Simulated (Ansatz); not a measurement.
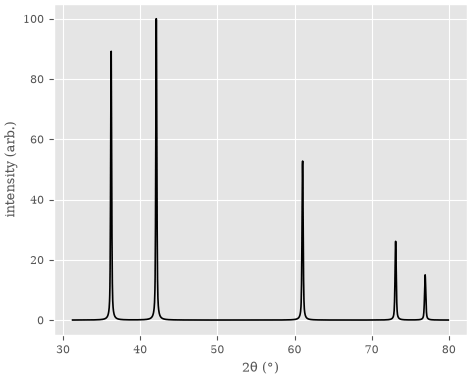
*Simulated powder pattern, Cu Kα, λ = 1.54184 Å*

The pattern belongs to a structure relaxed with PBEsol in the plane-wave PAW code Ansatz.

**Question.** Pick the material that matches.
(A) TiSi2, Cmcm (Si on 4c, Si on 4c, Ti on 4c)
(B) TiC, rock salt
(C) CdS, wurtzite
(D) C, diamond

**Answer.** B, TiC, rock salt

Space group Fm-3m (rock salt). Symmetry was held in the PBEsol relaxation. No spin polarisation was allowed.

Potentials: the later of the program's two PAW sets.
